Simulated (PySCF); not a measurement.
# C4H5F4O (SMILES COC[C](F)C(F)(F)F) (doublet): what the fields show

```yaml
atoms:
  - { symbol: C, position_ang: [1.8196, -0.5927, 0.5692] }
  - { symbol: O, position_ang: [1.0820, 0.6080, 0.6722] }
  - { symbol: C, position_ang: [0.3702, 0.9300, -0.4823] }
  - { symbol: C, position_ang: [-0.8380, 0.0816, -0.6964] }
  - { symbol: F, position_ang: [-1.3683, 0.0792, -1.9292] }
  - { symbol: C, position_ang: [-1.8011, -0.2396, 0.4010] }
  - { symbol: F, position_ang: [-1.2823, -1.0876, 1.3041] }
  - { symbol: F, position_ang: [-2.9217, -0.7964, -0.0604] }
  - { symbol: F, position_ang: [-2.1693, 0.8568, 1.1026] }
  - { symbol: H, position_ang: [2.3080, -0.7296, 1.5303] }
  - { symbol: H, position_ang: [2.5738, -0.5203, -0.2228] }
  - { symbol: H, position_ang: [1.1630, -1.4445, 0.3658] }
  - { symbol: H, position_ang: [0.0662, 1.9835, -0.3489] }
  - { symbol: H, position_ang: [0.9971, 0.8712, -1.3876] }
```

Geometry: GFN2-xTB.

Theory: UKS B3LYP, pcH-1 on C F H O, non-relativistic, mean-field spin-orbit, GIAO (PySCF 2.14.0, density-fitted response routines).

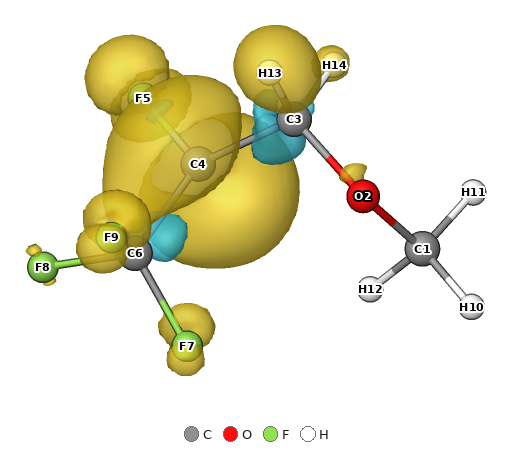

Figure 1. Isosurfaces of the spin density (α minus β) at +0.02 (yellow) and −0.02 e/Å³ (cyan), seen across its widest extent.

Q: Where is the unpaired spin?

A: The unpaired spin (1 electron) lies mostly on C4 (about 0.6) and F5 (about 0.1), in electrons by Hirshfeld's partition.

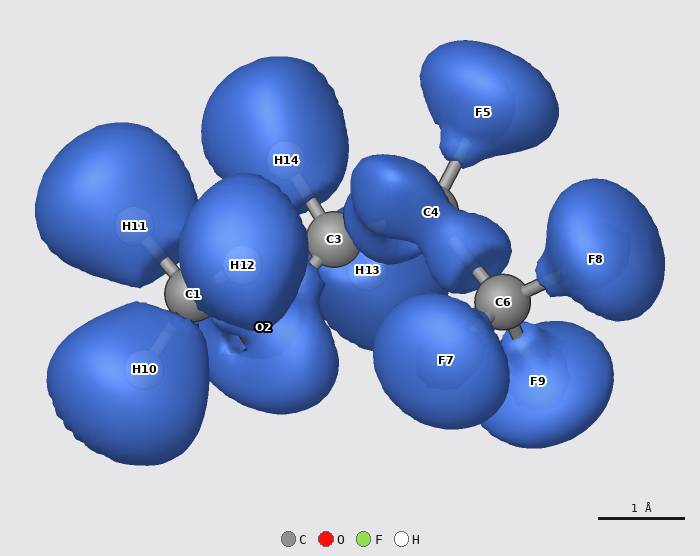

Figure 2. Isosurface of the ELF at 0.75 (blue), seen at an oblique angle. Core shells and regions of very low density are left out.

Q: Identify the bonds, lone pairs and shells in this picture.

A: At this value the surface marks out five regions around hydrogen nuclei, one region on C in which the atom's valence shell and bonds are merged, four regions on F in which the atom's valence shell and bonds are merged and one region on O in which the atom's valence shell and bonds are merged. Profiles from the grid: C–F (1.33 Å): the ELF peaks at about 0.85 between the atoms (a polar covalent bond). C–O (1.39 Å): the ELF peaks at about 0.90 between the atoms; a polar covalent bond.

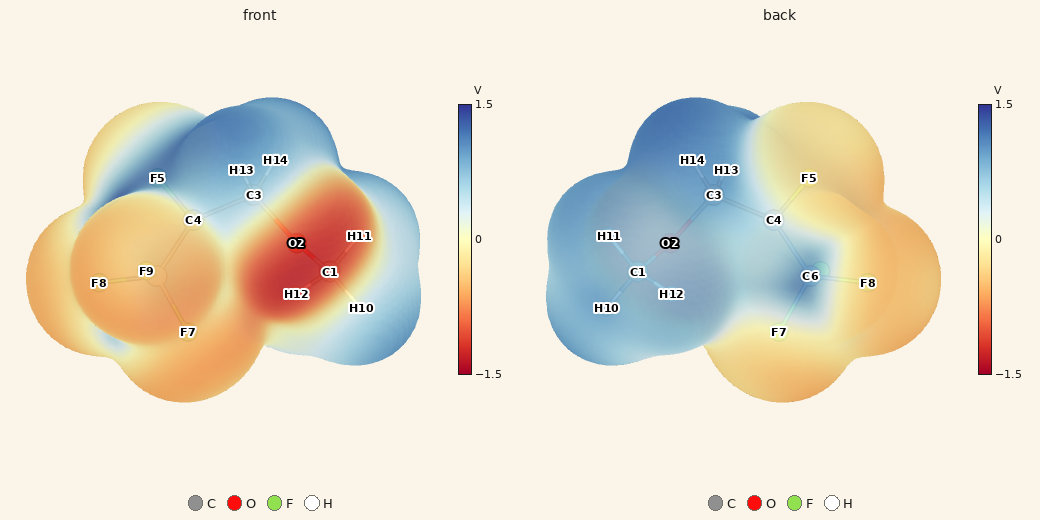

Figure 3. The molecular electrostatic potential painted on the density surface at 0.002 e/bohr³, seen from the front and from behind; the colour scale runs from red (negative) to blue (positive).

Q: Where is the surface potential most negative and most positive?

A: The most negative region (about −1.2 V) lies over O2, the most positive (about +1.2 V) over C3, C4, C6 and H14. O2 is the likeliest acceptor of a hydrogen bond.
